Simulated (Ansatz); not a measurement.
**ClF$_{2}$H$_{4}$N$_{2}$Ta···F (doublet): density, localisation and related maps**

```xyz
11

Ta   -0.2082    0.0304    0.0393
F     1.6988    0.2063    0.4553
Cl   -0.2821   -0.9140    2.2271
N     0.3954   -0.3490   -1.7810
H    -0.0508   -0.9283   -2.4992
H     1.3794   -0.0857   -1.9833
N    -0.8073    1.8908    0.0113
H    -1.1449    2.3794    0.8509
H    -0.7931    2.5195   -0.7982
F    -1.7776   -0.9504   -0.3897
F     2.6553    1.0592   -1.2025
```

Core potentials replace the inner electrons of Ta.

All numbers below come from UKS PBE/def2-SVP in Ansatz.

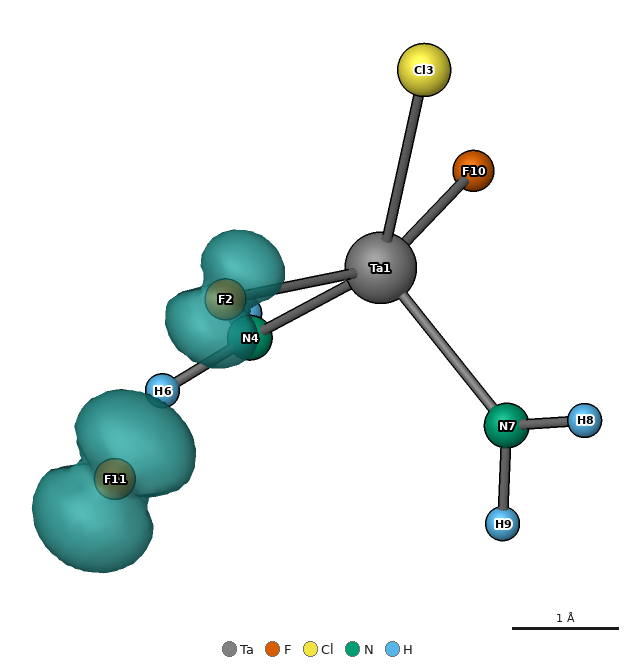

Figure 1. Isosurfaces of the spin density at +0.08 (teal) and −0.08 e/Å³ (pink), seen at a tilt.

> Where is the unpaired spin?

The unpaired spin (1 electron) lies mostly on F11 (about 0.7), F2 (about 0.2) and Cl3 (about 0.1), in electrons by Hirshfeld's partition. Only one sign reaches the isovalue.

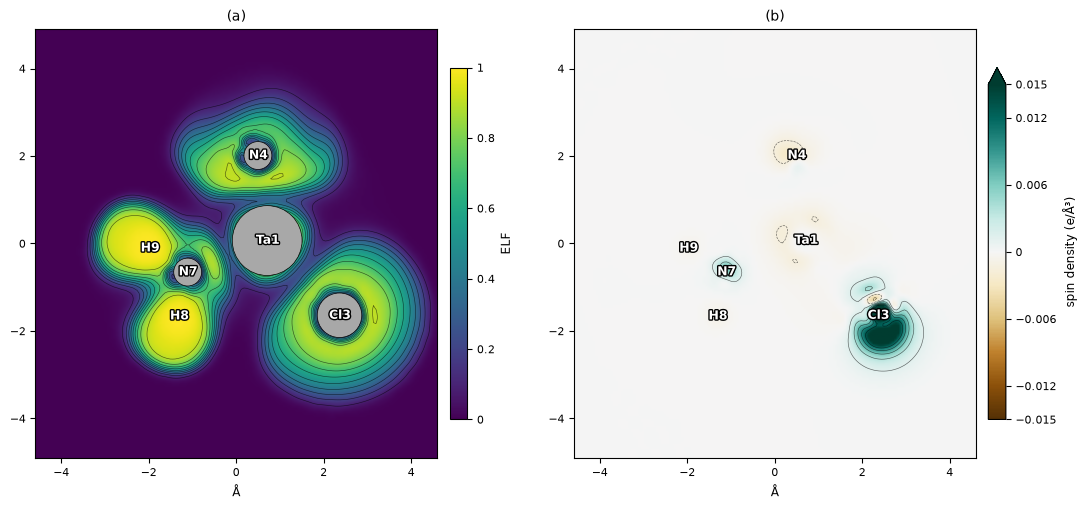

Figure 2. (a) ELF; (b) spin density (α minus β) on the plane of atoms N4, Ta1 and N7. Grey discs cover the atomic cores in the ELF map.

> What does the map show?

The plane passes through Ta, Cl, N and H nuclei.
Ta–N (1.95 Å): the ELF peaks at about 0.90 in the valence shell of N, 0.6 Å from its nucleus, and is about 0.30 at the midpoint.
Ta–Cl (2.38 Å): the ELF peaks at about 0.85 in the valence shell of Cl, 0.8 Å from its nucleus, and is about 0.35 at the midpoint.
N–H (1.03 Å): the ELF climbs to about 1 towards the hydrogen, as it does in any bond to H; an ordinary covalent bond to hydrogen.

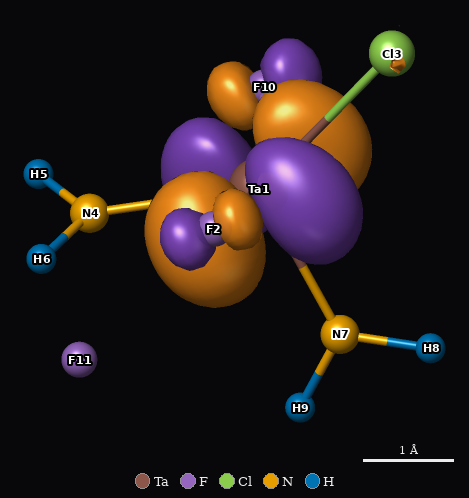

Figure 3. The LUMO (α) at ±0.2 Å⁻³ᐟ² (orange and purple are the two phases), seen at a tilt.

> What is the character of this orbital?

It lies mainly on Ta1 (about 70 %), F10 (about 10 %), Cl3 (about 5 %) and F2 (about 5 %). Its energy is −3.18 eV.
